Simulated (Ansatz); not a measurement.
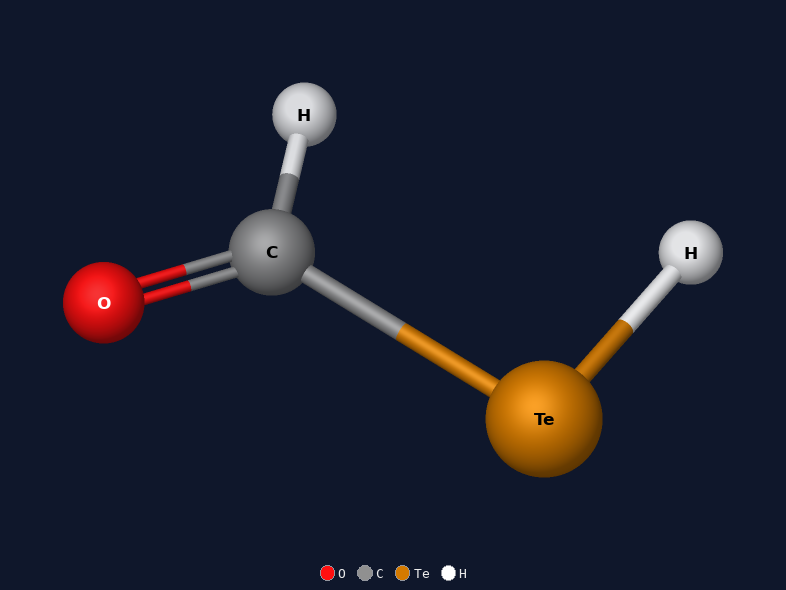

A ball-and-stick model of a molecule. Multiple sticks mark multiple bonds (one Kekulé form).

Which formula does it have?

Answer. CH₂OTe, 5 atoms: 1 carbon, 2 hydrogen, 1 oxygen and 1 tellurium.

How many sets of symmetry-equivalent atoms are there?

Answer. 5: 1 O, 1 C, 1 Te, 1 H, 1 H.

The parts below concern this one geometry. Atoms keep their numbers from picture to picture. The computed structure is the end point of a PBE0-D4/def2-TZVP optimisation.

Vibrations

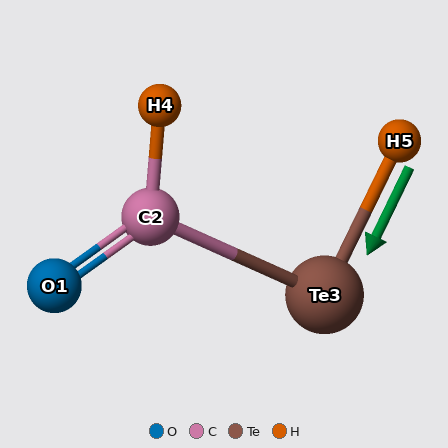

The arrows show one normal mode. Harmonic vibrations computed with RKS PBE0-D4/def2-TZVP, core potentials on Te (Ansatz 0.2.0) at a stationary point of the same level.

Describe the motion.

Answer. Mostly Te–H stretching.

At what wavenumber does it lie?

Answer. 2157 cm⁻¹; it is mode 8 of 9 counted from the lowest.

Electronic properties

Properties computed with RKS SPW92 (LDA)/def2-TZVPP, core potentials on Te (Ansatz 0.2.0).

What does the calculation give?

- HOMO energy (Kohn–Sham orbital): −6.14 eV
- LUMO energy (Kohn–Sham orbital): −2.57 eV
- HOMO–LUMO gap: 3.57 eV

Thermal motion

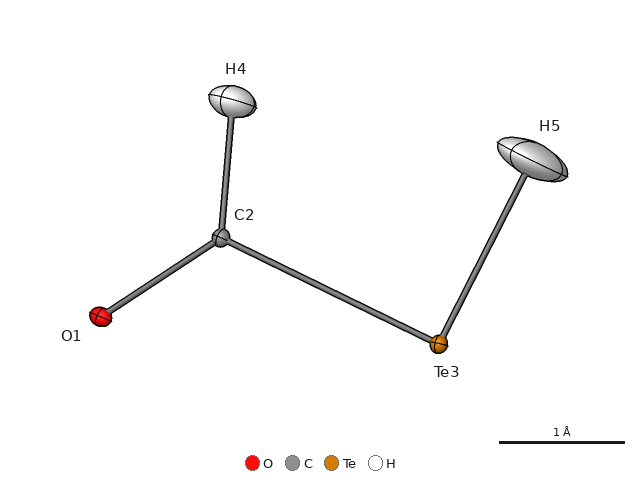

Displacement ellipsoids at the 50 % level, from the internal vibrations of the free molecule (harmonic, no overall translation or rotation; no half-axis is drawn under 0.075 Å). Vibrations computed with RKS PBE0-D4/def2-TZVP, core potentials on Te (Ansatz 0.2.0). Temperature: 298 K.

Which atom moves most?

Answer. H5, with U_eq = 0.0390 Å².

Does H5 move more along its bond or across it?

Answer. Across it: the root-mean-square amplitude is 0.088 Å along the bond and up to 0.274 Å across, since bending and torsion are softer than stretching.

List U_eq and the three principal root-mean-square amplitudes for each kind of atom.

```
atom  U_eq (Å²)   rms amplitudes (Å)
  O1     0.0016  0.018, 0.024, 0.064
  C2     0.0018  0.037, 0.040, 0.049
 Te3    0.00005  0.002, 0.002, 0.011
  H4     0.0148  0.081, 0.124, 0.149
  H5     0.0390  0.088, 0.184, 0.274
```

Charges

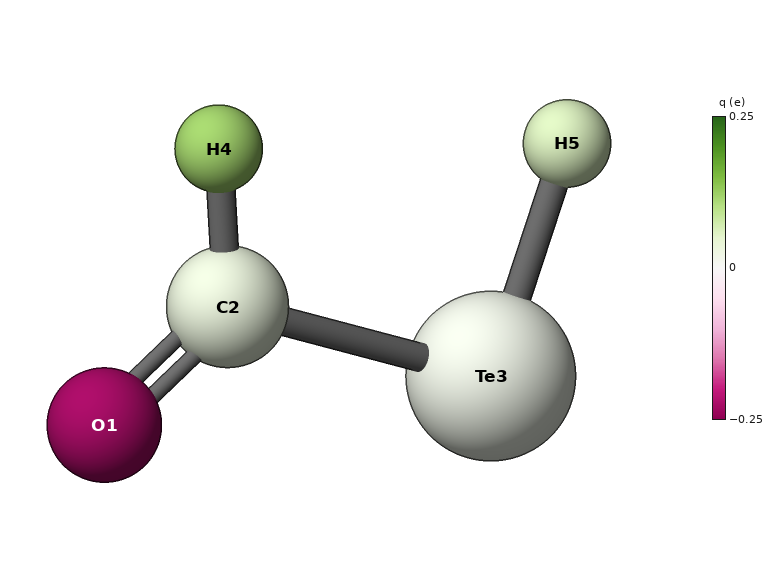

Atoms are coloured by their Mulliken charges. Level of theory: RKS PBE0-D4/def2-TZVP, core potentials on Te (Ansatz 0.2.0).

Give the Mulliken charges atom by atom.

```tsv
atom	value (e)
O1	−0.22
C2	0.03
Te3	0.02
H4	0.12
H5	0.06
```

Mulliken values depend strongly on the basis set and can even reverse the polarity of a bond.
